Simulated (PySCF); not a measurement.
# C₂H₈N₂O₃Si: electronic excitations

What electronic excitations should C₂H₈N₂O₃Si (`CO[Si@](N)(O)NC=O`) show?

Computed with PySCF 2.14.0, with density-fitted response routines of our own, on a single molecule in the gas phase. Atoms are numbered from 0 throughout.

### 1 The starting structure

16 atoms, charge 0, multiplicity 1; geometry from: GFN2-xTB.

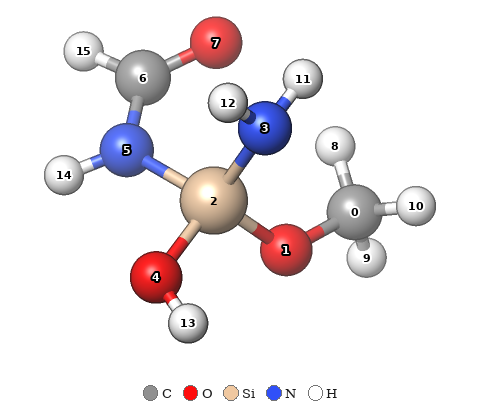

The starting geometry (carbon grey, oxygen red, silicon light orange, nitrogen blue, hydrogen white), atoms numbered.

### 2 Excited states and response: PBE0/def2-SVPD

Job settings and geometry (Å):

```
{"job": {"kind": "uv", "xc": "PBE0", "basis": "def2-SVPD", "nstates": 8, "ntriplets": 3}, "charge": 0, "multiplicity": 1}
C      2.016565     0.510799     0.713670
O      1.406236     0.038699    -0.462670
Si    -0.082158    -0.545065    -0.675964
N     -0.431518    -1.812794     0.437216
O     -0.206489    -1.038460    -2.212970
N     -1.294282     0.746865    -0.690000
C     -1.594941     1.413705     0.428808
O     -1.071844     1.197271     1.498729
H      1.285047     0.964407     1.381369
H      2.762820     1.252004     0.425539
H      2.507636    -0.318370     1.226629
H     -0.361783    -1.583831     1.416771
H     -1.257173    -2.369903     0.283883
H      0.462604    -1.626686    -2.549424
H     -1.775369     0.989551    -1.539808
H     -2.372948     2.190750     0.306811
```

Level: TDDFT PBE0/def2-SVPD, vertical, gas phase, core orbitals frozen in the response.

Started as:

```bash
OMP_NUM_THREADS=1 python probes_run.py task.json out
```

One launch serves the whole session: the jobs run in the order shown.

Output:

```text
coarse grid: 14144 points
cycle   1  E = -704.5549676351  dE =  1.279e+00  |g| = 1.156e+00  |ddm| = 6.143e+00
cycle   2  E = -703.9752279472  dE =  5.797e-01  |g| = 2.061e+00  |ddm| = 4.592e+00
cycle   3  E = -704.7897504323  dE = -8.145e-01  |g| = 3.536e-01  |ddm| = 3.177e+00
cycle   4  E = -704.8137819665  dE = -2.403e-02  |g| = 9.246e-02  |ddm| = 4.456e-01
cycle   5  E = -704.8153416684  dE = -1.560e-03  |g| = 2.293e-02  |ddm| = 1.256e-01
cycle   6  E = -704.8154450440  dE = -1.034e-04  |g| = 7.477e-03  |ddm| = 4.303e-02
cycle   7  E = -704.8154561095  dE = -1.107e-05  |g| = 1.760e-03  |ddm| = 1.247e-02
cycle   8  E = -704.8154567775  dE = -6.680e-07  |g| = 4.786e-04  |ddm| = 3.327e-03
final grid: 132928 points
cycle   9  E = -704.9151497880  dE = -1.834e-05  |g| = 1.395e-02  |ddm| = 1.068e-01
cycle  10  E = -704.9150685741  dE =  8.121e-05  |g| = 2.475e-02  |ddm| = 3.941e-02
cycle  11  E = -704.9151865474  dE = -1.180e-04  |g| = 2.881e-03  |ddm| = 2.536e-02
cycle  12  E = -704.9151882381  dE = -1.691e-06  |g| = 3.680e-04  |ddm| = 3.415e-03
cycle  13  E = -704.9151882625  dE = -2.438e-08  |g| = 1.455e-04  |ddm| = 6.432e-04
cycle  14  E = -704.9151882671  dE = -4.567e-09  |g| = 2.658e-05  |ddm| = 1.956e-04
cycle  15  E = -704.9151882672  dE = -1.157e-10  |g| = 1.366e-05  |ddm| = 4.547e-05
converged SCF energy = -704.9151882672

Static polarisability (au): isotropic 72.695, principal 64.469 75.997 77.619

Singlet excitations
state   eV       nm        f      main configurations
  1   5.6567    219.2   0.00110   H->L+1 0.33, H-1->L+1 0.26, H->L 0.18
  2   6.5583    189.0   0.04263   H->L 0.67, H->L+1 0.21
  3   6.7711    183.1   0.04607   H->L+1 0.38, H-1->L 0.37, H-1->L+1 0.12
  4   7.0786    175.2   0.02055   H-1->L 0.37, H-1->L+1 0.36, H-2->L 0.13
  5   7.2888    170.1   0.01538   H->L+2 0.48, H-2->L+1 0.38
  6   7.3734    168.2   0.03954   H-2->L 0.48, H-1->L+1 0.20, H-2->L+1 0.16
  7   7.4338    166.8   0.01098   H->L+2 0.37, H-2->L+1 0.25, H-2->L 0.12
  8   7.5847    163.5   0.00657   H-1->L+2 0.36, H->L+3 0.23, H-3->L 0.21

Triplet excitations (Tamm-Dancoff, eV): 5.1438 5.3977 6.3289
```

Wall time 96 s (1 thread of Arm Neoverse N1, shared host); peak memory 1 GiB.

Frontier orbitals and where they lie:

```csv
orbital,eV,atoms
HOMO−3,-8.61,"O1 45 %, C0 14 %, N5 8 %"
HOMO−2,-8.30,"N3 32 %, O7 21 %, N5 12 %"
HOMO−1,-7.87,"O7 44 %, N5 19 %, O1 12 %"
HOMO,-7.48,"N3 37 %, O7 26 %, N5 11 %"
LUMO,0.11,"Si2 22 %, C6 15 %, O4 13 %"
LUMO+1,0.24,"C6 29 %, O7 18 %, N5 13 %"
LUMO+2,0.89,"C6 19 %, O4 16 %, H14 15 %"
```

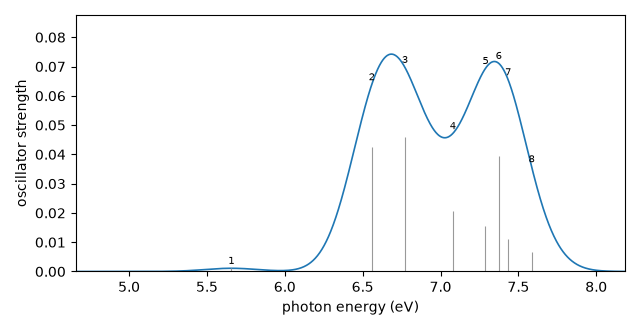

Absorption spectrum from the 8 singlet states computed; above the last one it falls off for lack of states. Lines are broadened to a width of 0.40 eV (Gaussian).

Ground-state properties from the same run:

```csv
property,computed
dipole moment (D),1.71
polarisability (Å³),10.77
HOMO–LUMO gap (eV),7.59
−ε(HOMO) (eV),7.48
```

### 3 Summary of results

```
                                quantity                        value
         lowest singlet (PBE0/def2-SVPD)  5.66 eV (219 nm), f = 0.001
brightest single state of those computed  state 3, 6.77 eV, f = 0.046
                          lowest triplet                      5.14 eV
```

In words: The first singlet state (HOMO→LUMO+1 0.33, HOMO−1→LUMO+1 0.26) lies at 5.66 eV and is weak; of the 8 states computed, the strongest absorption comes from state 3 at 6.77 eV. The lowest triplet lies 0.51 eV below the lowest singlet (triplets in Tamm-Dancoff, singlets in full TDDFT).
